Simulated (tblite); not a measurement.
**Molecular dynamics, with input and output: C$_{7}$H$_{10}$O**

The run: molecular dynamics of C$_{7}$H$_{10}$O. Method and program: GFN2-xTB Langevin dynamics, gas phase (tblite 0.8.0).

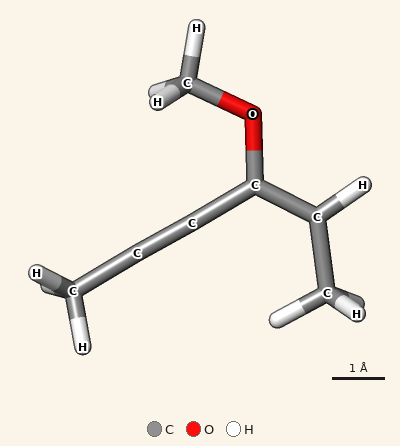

Figure 1. The starting structure (stick view, seen at a tilt). Bond lengths as drawn: C–C 1.20 to 1.49 Å, C–H 1.08 to 1.10 Å and C–O 1.38 to 1.40 Å.

### Input
```
{"job": {"kind": "md", "xc": "GFN2-xTB", "basis": "xTB", "temperature": 300, "steps": 2000, "every": 50}, "charge": 0, "multiplicity": 1}
C     -2.269279    -1.284338     1.486897
C     -1.147419    -0.718130     0.774539
C     -0.232658    -0.211324     0.178657
C      0.865997     0.350644    -0.521480
C      0.863164     1.617410    -0.953842
C     -0.262907     2.575119    -0.762458
O      1.975068    -0.430540    -0.765465
C      1.939554    -1.752575    -0.294825
H     -2.488308    -2.283414     1.109962
H     -2.042908    -1.351452     2.551281
H     -3.149323    -0.655394     1.353154
H      1.734936     1.977407    -1.479259
H      0.073073     3.447124    -0.200394
H     -1.083596     2.105852    -0.225821
H     -0.628092     2.927778    -1.727581
H      2.892698    -2.195565    -0.579884
H      1.121173    -2.321416    -0.749648
H      1.830069    -1.790870     0.794510
```

The first line tells a small driver script what to run in tblite; the rest is the geometry in Å.

Run as:
```bash
OMP_NUM_THREADS=1 python <driver script> task.json out
```

### The program's output
```
t/fs     T/K      E/eV
    0.0   254.5   -654.87085
   25.0   175.7   -654.54074
   50.0   174.1   -654.55937
   75.0   136.0   -654.50782
  100.0   200.2   -654.49209
  125.0   195.7   -654.40360
  150.0   234.5   -654.44721
  175.0   253.4   -654.38145
  200.0   251.1   -654.29755
  225.0   249.2   -654.19115
  250.0   226.8   -654.11336
  275.0   320.7   -654.25464
  300.0   307.7   -654.18802
  325.0   479.8   -654.45190
  350.0   363.0   -654.16191
  375.0   307.7   -654.35125
  400.0   234.7   -654.25699
  425.0   203.9   -654.37054
  450.0   195.2   -654.42817
  475.0   215.4   -654.37796
  500.0   221.2   -654.38912
  525.0   188.7   -654.38173
  550.0   216.2   -654.36382
  575.0   194.1   -654.23678
  600.0   246.3   -654.30468
  625.0   213.9   -654.18532
  650.0   333.0   -654.39097
  675.0   286.4   -654.18125
  700.0   345.0   -654.29190
  725.0   294.8   -654.41842
  750.0   236.5   -654.30954
  775.0   210.4   -654.14552
  800.0   207.5   -654.36673
  825.0   228.0   -654.41994
  850.0   357.3   -654.52544
  875.0   324.5   -654.41388
  900.0   200.4   -654.15614
  925.0   237.9   -654.48368
  950.0   192.2   -654.41301
  975.0   263.0   -654.53698
 1000.0   189.3   -654.30894
```

### Trajectory as extended XYZ (Å, eV, eV/Å), 12 of the 41 frames kept, from step=0 to step=40
```
18
Properties=species:S:1:pos:R:3:forces:R:3 step=0 time_fs=0.0 energy=-654.87085 temperature=254.5
C    -2.2693   -1.2843    1.4869   -0.0009  -0.0029   0.0024
C    -1.1474   -0.7181    0.7745   -0.0027   0.0009   0.0003
C    -0.2327   -0.2113    0.1787   -0.0001   0.0025  -0.0024
C     0.8660    0.3506   -0.5215    0.0003   0.0062   0.0006
C     0.8632    1.6174   -0.9538   -0.0034   0.0062  -0.0016
C    -0.2629    2.5751   -0.7625   -0.0035   0.0040   0.0000
O     1.9751   -0.4305   -0.7655   -0.0007   0.0000   0.0005
C     1.9396   -1.7526   -0.2948   -0.0006  -0.0029   0.0024
H    -2.4883   -2.2834    1.1100    0.0027  -0.0026  -0.0036
H    -2.0429   -1.3515    2.5513    0.0044  -0.0004   0.0030
H    -3.1493   -0.6554    1.3532   -0.0025  -0.0023  -0.0004
H     1.7349    1.9774   -1.4793    0.0018  -0.0045   0.0007
H     0.0731    3.4471   -0.2004    0.0028   0.0011  -0.0022
H    -1.0836    2.1059   -0.2258    0.0004  -0.0003   0.0002
H    -0.6281    2.9278   -1.7276    0.0026   0.0008  -0.0006
H     2.8927   -2.1956   -0.5799   -0.0003  -0.0038  -0.0005
H     1.1212   -2.3214   -0.7496   -0.0001  -0.0016  -0.0015
H     1.8301   -1.7909    0.7945   -0.0001  -0.0003   0.0027
18
Properties=species:S:1:pos:R:3:forces:R:3 step=4 time_fs=100.0 energy=-654.49209 temperature=200.2
C    -2.0589   -1.3544    1.9300   -0.4825  -0.0938  -0.3504
C    -1.0857   -0.8121    0.9936   -0.6801   0.1769   0.4971
C    -0.3814   -0.2346    0.2065    1.2227   0.1907  -0.6801
C     0.6956    0.2137   -0.6564   -0.6008   0.8587  -0.3228
C     0.8075    1.4798   -1.1291   -1.2021  -0.5324   1.0265
C    -0.1857    2.5860   -0.8597   -0.4756  -0.2248   0.0313
O     1.6639   -0.6770   -1.0979   -0.4446   0.6803   0.8348
C     1.8583   -1.7626   -0.2332   -1.1578  -1.0798  -1.1797
H    -2.3988   -2.3192    1.5646   -0.0321  -0.2238  -0.2045
H    -1.6312   -1.5359    2.8991    0.4568   0.0889   0.4231
H    -2.9722   -0.7559    2.0915    0.5559   0.1583  -0.3569
H     1.6636    1.6417   -1.7432    0.2013   0.4271  -0.2989
H     0.2569    3.5222   -0.5788    0.7748   0.2453   0.5013
H    -0.9731    2.3626   -0.1168    0.6706  -0.3651  -0.1741
H    -0.7348    2.8892   -1.7401   -0.1479  -0.3920  -0.7165
H     2.8634   -2.0865   -0.4032    0.6753  -0.1907   0.2589
H     1.1770   -2.5724   -0.6288    0.4482   0.2479   0.7141
H     1.6127   -1.5532    0.8047    0.2179   0.0285  -0.0031
18
Properties=species:S:1:pos:R:3:forces:R:3 step=7 time_fs=175.0 energy=-654.38145 temperature=253.4
C    -2.0621   -1.2914    1.9984   -2.0423  -2.3047   1.3405
C    -1.1374   -0.8077    1.0894    2.4717   1.1960  -2.6106
C    -0.4244   -0.3561    0.2046   -0.4377  -0.7245   1.0251
C     0.6248    0.0029   -0.6916    0.1882   0.0120   0.5159
C     0.8159    1.2325   -1.1599    1.3798  -0.1069  -1.0402
C     0.0074    2.3855   -0.8674   -0.5735   1.3547  -0.6279
O     1.6252   -0.8694   -1.0270   -0.0452  -1.3551  -0.2781
C     1.7211   -2.1058   -0.3445    1.0110   0.7329   0.7647
H    -2.5117   -2.2766    1.6893    0.5704   0.4705  -0.2039
H    -1.6906   -1.5189    3.0048    0.2562   0.5030  -0.1468
H    -2.9323   -0.6695    2.0513   -0.3994   0.7743   0.2995
H     1.6869    1.4338   -1.8129   -0.5202  -0.4564   0.4367
H     0.6073    3.2080   -0.5303    0.5957   0.5233   0.1314
H    -0.6521    2.1699   -0.0809   -1.2880  -0.2857   0.8777
H    -0.5227    2.7613   -1.7507   -0.1433  -0.1544   0.1052
H     2.1971   -2.8697   -0.9424    0.0723   0.1180  -0.5370
H     0.7961   -2.4768    0.0268   -1.0057  -0.1893   0.0840
H     2.3680   -1.9442    0.5423   -0.0901  -0.1080  -0.1360
18
Properties=species:S:1:pos:R:3:forces:R:3 step=11 time_fs=275.0 energy=-654.25464 temperature=320.7
C    -2.1061   -1.0399    2.0450   -0.7995  -1.3654   0.7938
C    -1.0999   -0.6726    1.1056    1.9433   0.9106  -2.1723
C    -0.2305   -0.3133    0.3110   -1.9729  -0.7727   1.3930
C     0.7633   -0.0890   -0.6730    0.8306  -2.0902   0.2238
C     1.0834    1.0785   -1.1785   -0.5832   2.8370  -0.1241
C     0.3116    2.3957   -0.7887    2.8450  -1.0223  -0.5594
O     1.5515   -1.1951   -1.0998   -0.6875  -0.2578   1.4188
C     1.3475   -2.4259   -0.3672   -1.5262   0.6066  -1.8251
H    -2.6666   -1.9780    1.7627    0.9120   0.5155   0.0055
H    -1.6298   -1.2215    3.0300   -0.3327   0.1292  -0.3852
H    -2.9237   -0.3395    2.1532    0.1967   0.6615   0.0263
H     1.9246    1.2078   -1.8766   -0.6735  -0.2884   0.4456
H     0.5432    2.6804    0.2366   -0.5695  -0.3778   0.1110
H    -0.6997    2.4165   -1.0700   -1.1939  -0.3767   0.1818
H     0.8045    3.1501   -1.3760    0.1182   0.5634  -0.3858
H     2.1772   -3.0651   -0.4892    1.2300  -0.2516  -0.0382
H     0.5038   -2.9646   -0.8497    0.0698   0.1630   0.0719
H     1.0540   -2.3058    0.6491    0.1935   0.4162   0.8187
18
Properties=species:S:1:pos:R:3:forces:R:3 step=15 time_fs=375.0 energy=-654.35125 temperature=307.7
C    -1.8832   -0.9378    2.0557    1.5683  -0.2312   0.5868
C    -0.9220   -0.5279    1.0485    0.2656  -0.6926   0.1746
C     0.0418   -0.4313    0.3303   -0.9706  -0.0672   1.1757
C     1.1175   -0.3847   -0.5453    0.0494   0.6680  -0.9672
C     1.5451    0.7954   -1.0101   -0.2610   0.1159  -1.0597
C     0.8585    2.0755   -0.6994    0.0492  -0.0621   1.7819
O     1.5617   -1.5792   -1.0190    0.5354   0.3831  -0.5186
C     1.3829   -2.6863   -0.1689   -1.2956   1.3740   0.0963
H    -1.9375   -2.0392    2.0969   -0.1647   0.4758  -0.1710
H    -1.4856   -0.5967    3.0329   -0.3462  -0.1075  -0.3235
H    -2.8070   -0.4798    1.8612   -1.3160   0.3387  -0.0875
H     2.2079    0.8703   -1.8593    0.3760  -0.3268   0.2195
H     0.3463    1.9726    0.2948    0.3699   0.3134  -0.8568
H     0.1368    2.3815   -1.4257   -0.5222  -0.1324  -0.5534
H     1.5873    2.8732   -0.6550    0.2031   0.2264   0.2086
H     2.0342   -3.3606   -0.6178    0.7826  -1.7895  -0.4517
H     0.2933   -2.9848   -0.2060    1.1125  -0.0099   0.4395
H     1.7567   -2.3852    0.8125   -0.4357  -0.4761   0.3065
18
Properties=species:S:1:pos:R:3:forces:R:3 step=18 time_fs=450.0 energy=-654.42817 temperature=195.2
C    -1.9809   -0.8854    2.2311    0.3569   0.1003  -2.0329
C    -0.8449   -0.8786    1.2658    0.5961   0.9524   0.1257
C     0.0892   -0.5898    0.5269   -1.7023  -0.4300   1.3151
C     1.0633   -0.4795   -0.4774    0.8508   0.3822  -0.8992
C     1.4871    0.6667   -1.0523   -0.4698  -0.1051   0.6985
C     1.0789    2.0406   -0.5917    0.1192   0.1503  -0.9259
O     1.6523   -1.6253   -0.9994   -0.2176   0.6190   0.3699
C     1.4037   -2.7837   -0.2633   -0.1805   1.0342   0.8539
H    -1.7863   -1.3752    3.1401    0.5861  -1.1560   0.8663
H    -2.2279    0.1181    2.5656   -0.1962   0.2857  -0.6144
H    -2.8074   -1.3919    1.6889    0.2180   0.4999   0.5500
H     2.1455    0.5210   -1.9054   -0.0192   0.3555   0.3722
H     0.0179    2.1106   -0.3669   -0.0769  -0.1761  -0.0305
H     1.3116    2.7400   -1.4018   -0.1742  -0.0102   0.1175
H     1.6066    2.4131    0.2802    0.2420  -0.3320   0.1873
H     1.9008   -3.5015   -0.8298    0.7609  -1.6238  -0.5559
H     0.3407   -2.9443   -0.2365   -0.6049  -0.4707   0.1620
H     1.7852   -2.7153    0.7824   -0.0884  -0.0755  -0.5597
18
Properties=species:S:1:pos:R:3:forces:R:3 step=22 time_fs=550.0 energy=-654.36382 temperature=216.2
C    -1.8925   -0.5871    2.1823   -0.9784  -1.2596  -1.2059
C    -0.8351   -0.6384    1.2045   -1.7671  -0.0526   1.5593
C     0.0570   -0.6206    0.4272    1.0940  -0.0878  -0.9829
C     1.1193   -0.4631   -0.4508    1.7179   0.8778  -2.2981
C     1.3682    0.7787   -0.9879   -1.7412  -0.8697   2.0113
C     0.5027    1.9386   -0.4698    1.3895  -0.7866  -0.0198
O     1.8654   -1.5703   -0.8940   -0.3536   1.2170   0.4190
C     1.3111   -2.8017   -0.5374    1.5655   0.0785   0.8690
H    -1.4845   -0.6326    3.1446    0.6288   0.3099   1.4772
H    -2.4815    0.3067    2.0179   -0.1519   0.0546   0.1303
H    -2.5417   -1.5048    2.1162    0.3535   0.8307  -0.2469
H     2.2411    1.0398   -1.5249    0.3365  -0.1697  -0.5142
H    -0.5528    1.8010   -0.4736   -0.6496  -0.7189   0.1151
H     0.6675    2.7710   -1.0958    0.4360   1.1071  -0.5955
H     0.8383    2.1639    0.5416   -0.1666   0.1686   0.0452
H     1.9316   -3.5405   -1.0515   -0.2086  -0.0779   0.2915
H     0.3114   -2.8416   -0.8250   -1.8227  -0.3594  -0.7899
H     1.3142   -2.9179    0.5645    0.3179  -0.2620  -0.2645
18
Properties=species:S:1:pos:R:3:forces:R:3 step=25 time_fs=625.0 energy=-654.18532 temperature=213.9
C    -2.0308   -0.5474    2.2390    0.5728   0.5699   0.5200
C    -0.9980   -0.5440    1.1847   -1.8613  -0.4389   1.6007
C    -0.0583   -0.6181    0.4480   -0.3574  -0.6210   0.6220
C     1.0635   -0.5354   -0.3514    0.8011   0.5518  -1.2875
C     1.4200    0.6991   -0.7508    1.7285  -0.8156  -0.7599
C     0.7332    1.9272   -0.4310   -2.9555   0.4255   0.9125
O     1.7333   -1.6212   -0.8498   -0.2846  -1.2000   0.3944
C     1.1959   -2.9451   -0.5763    0.6035   0.2135  -1.3840
H    -1.5159   -0.4439    3.2089    0.1619  -0.2281  -0.2109
H    -2.6636    0.3415    2.2267   -0.0314   0.0176  -0.5712
H    -2.6863   -1.4145    2.3469    0.3514  -0.0709  -0.6294
H     2.2497    0.8115   -1.4572   -0.1052  -0.2798   0.3846
H    -0.3018    1.6182   -0.0103    1.3239   0.7918  -0.6062
H     0.5751    2.4807   -1.3440   -0.1565   0.2647  -0.3093
H     1.1334    2.6378    0.2847    0.5512  -0.2932   0.1712
H     1.4661   -3.5708   -1.5361   -0.6835   1.0728   1.7142
H     0.0930   -2.8491   -0.4284    0.8532  -0.4157  -0.0726
H     1.7183   -3.4177    0.2895   -0.5122   0.4556  -0.4885
18
Properties=species:S:1:pos:R:3:forces:R:3 step=29 time_fs=725.0 energy=-654.41842 temperature=294.8
C    -2.0633   -0.8643    2.2572    0.8631   0.6362   1.0602
C    -1.0409   -0.6897    1.2775    2.5704   0.2440  -1.9182
C    -0.1206   -0.4744    0.4893   -2.2566  -0.3994   1.9768
C     0.9333   -0.4415   -0.4184    1.4438  -0.0432  -1.6160
C     1.4715    0.6954   -0.9721   -0.2710  -1.6298   1.4407
C     1.1990    1.9999   -0.3435   -0.3136   0.2476  -0.3397
O     1.4813   -1.6745   -0.8321   -0.3659   0.2591  -0.3294
C     0.9558   -2.9237   -0.4042    0.9657   0.5897   1.3413
H    -1.6748   -1.3474    3.1822   -0.1952   0.3344  -0.5903
H    -2.4346    0.1276    2.4782   -0.2130   0.2563   0.4268
H    -2.8529   -1.4236    1.8616   -1.1809  -1.0070  -0.5174
H     2.3268    0.6767   -1.6050    0.2228  -0.4831  -0.4461
H     1.9166    2.2241    0.4405   -0.0441  -0.0073   0.1560
H     0.1975    1.9538    0.0208   -0.6134   0.2638   0.7470
H     1.2341    2.7902   -1.0691    0.1766   0.4597  -0.3927
H     1.8030   -3.6318   -0.4956   -0.4706   0.2754  -0.2237
H     0.0856   -3.2859   -0.9434   -0.0806   0.2356  -0.1385
H     0.7475   -2.8418    0.6921   -0.2376  -0.2322  -0.6366
18
Properties=species:S:1:pos:R:3:forces:R:3 step=33 time_fs=825.0 energy=-654.41994 temperature=228.0
C    -2.2235   -0.8963    1.9033   -0.5162   1.4802   0.5460
C    -1.0815   -0.6404    1.1052    1.6224   0.3168  -1.4390
C    -0.1910   -0.4035    0.3120   -0.9725   0.1133   0.9811
C     0.9889   -0.4442   -0.4332    1.5030  -1.1606  -0.4250
C     1.8659    0.5271   -0.7483   -0.6157   0.0603   0.2091
C     1.6884    1.9787   -0.3767    1.2722  -1.6474   0.5785
O     1.4193   -1.7638   -0.7894    0.1912   1.0498   0.1426
C     0.7752   -2.8783   -0.2667   -0.2582  -0.6401  -0.3428
H    -1.9282   -0.9192    2.9629   -0.3854  -0.2420  -0.3439
H    -2.9411   -0.0761    1.7231    0.1565  -0.0580   0.4041
H    -2.7098   -1.7590    1.5331   -0.3716  -1.2138   0.1158
H     2.8134    0.2351   -1.1988   -0.4264   0.1061   0.0161
H     2.3595    2.1124    0.4679    0.2464   0.3388   0.2013
H     0.7268    2.1927   -0.0238   -1.4355   0.2565   0.1608
H     2.0091    2.6197   -1.1491    0.1494   0.6998  -0.8963
H     1.1783   -3.7322   -0.8719   -0.5866   0.6137   0.4990
H    -0.3111   -2.7559   -0.3500   -0.0381  -0.3763  -0.3669
H     0.9380   -3.0945    0.7989    0.4649   0.3030  -0.0406
18
Properties=species:S:1:pos:R:3:forces:R:3 step=36 time_fs=900.0 energy=-654.15614 temperature=200.4
C    -2.2251   -0.3669    1.8645   -0.5166  -1.4852   2.1065
C    -1.0139   -0.6293    1.1814    1.8705   0.1071  -1.4313
C     0.0462   -0.5767    0.5832   -1.9113  -0.1969   0.7001
C     1.0870   -0.6995   -0.3467    0.6563   1.6305   0.2034
C     1.7971    0.4247   -0.6580    0.2765  -0.5676  -0.7771
C     1.6104    1.8468   -0.1639   -1.3617  -1.4594   1.4889
O     1.3323   -1.9071   -0.9110    0.0947  -1.6946  -0.5325
C     0.6853   -3.0958   -0.3549   -0.6731   1.5370   0.3459
H    -1.9041    0.0041    2.8740   -0.7221   0.4351  -0.7937
H    -2.8577    0.2815    1.2576   -0.0285  -0.0562   0.5320
H    -2.7378   -1.3566    2.1481    0.3404   1.2496  -0.7783
H     2.6409    0.3120   -1.3568   -0.5264  -0.0305   0.2319
H     2.5004    2.0846    0.4011    0.1229   0.3035   0.2192
H     0.7040    1.8753    0.5220    1.0887  -0.0198  -0.5770
H     1.4410    2.6089   -0.8955    0.1063  -0.0021  -0.7437
H     1.1415   -4.0224   -0.6778    0.8039   0.3103  -0.0298
H    -0.3798   -3.2181   -0.7432    0.9334   0.6796   0.7800
H     0.7664   -2.9288    0.7569   -0.5543  -0.7403  -0.9443
18
Properties=species:S:1:pos:R:3:forces:R:3 step=40 time_fs=1000.0 energy=-654.30894 temperature=189.3
C    -2.0797   -0.1577    2.1178    0.6742  -0.9696   0.3776
C    -1.0373   -0.5009    1.1600    0.6652   0.0819  -1.0980
C    -0.1140   -0.7342    0.4013   -0.7845   0.2649   0.9528
C     1.0354   -0.8639   -0.4235   -0.0448  -0.4838  -0.4382
C     1.8918    0.1660   -0.5908   -0.7080   0.3357  -0.4948
C     1.7386    1.6225   -0.1671    0.0029  -1.6277   0.8452
O     1.2372   -2.0579   -1.1676   -0.7508   0.9868   0.6229
C     0.7325   -3.2848   -0.6976    0.7578  -0.8563   0.8224
H    -1.5459    0.4246    2.8771   -0.4644   0.2047   0.0013
H    -2.9623    0.3689    1.7288    0.5435  -0.2788  -0.0014
H    -2.3517   -1.1236    2.5969   -0.3058   0.6233  -0.1920
H     2.6376    0.0551   -1.3459    0.5604  -0.3642  -0.1793
H     2.7209    1.9897    0.1213   -0.0455   0.2109  -0.2678
H     1.1078    1.6546    0.7202   -0.1752   0.2141  -0.1249
H     1.2992    2.1840   -0.9752    0.0343   0.2495  -0.1059
H     0.6302   -3.9969   -1.5079   -0.3113   0.3775  -0.6780
H    -0.1591   -3.3841   -0.0543    0.0138   1.0155  -0.4825
H     1.5212   -3.7575   -0.1033    0.3381   0.0157   0.4406
```

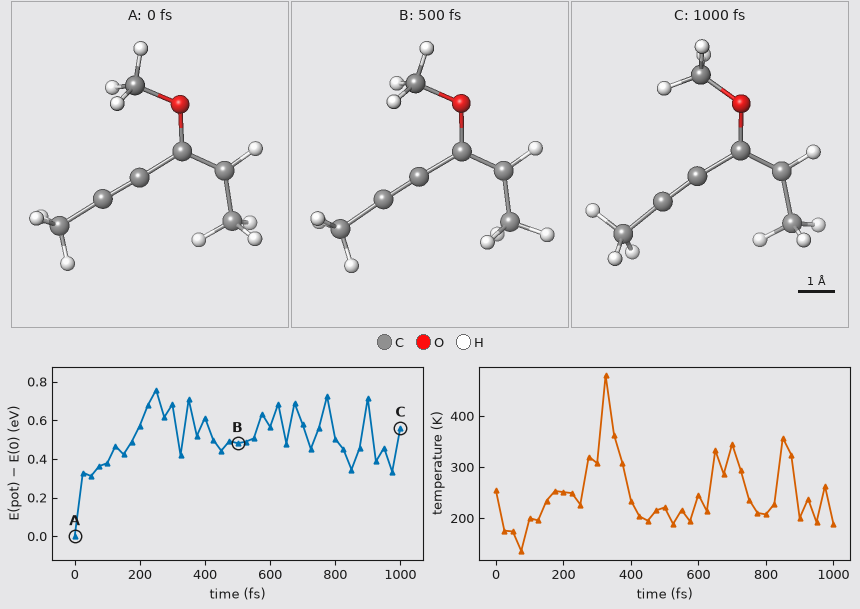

Figure 2. Frames of the molecular dynamics (ball-and-stick, seen at a tilt) above the curves, on which the letters mark them. The trajectory kept here has 41 frames over 1000 fs. The temperature starts at 254 K, ranges from 136 to 480 K and averages 247 K over the second half. The potential energy ends 0.562 eV above its first value. After an unweighted best fit of the last frame on the first, the root-mean-square displacement is 0.95 Å, and H10 has moved furthest (2.26 Å).

### Key numbers

| quantity | value |
| --- | --- |
| outcome | finished |
| mean temperature over the second half | 247 K |
| trajectory | 41 frames kept, 1000 fs |
| hardware | 1 CPU thread, shared host |
| wall time | 18 s |
| peak memory | 0.18 GiB |
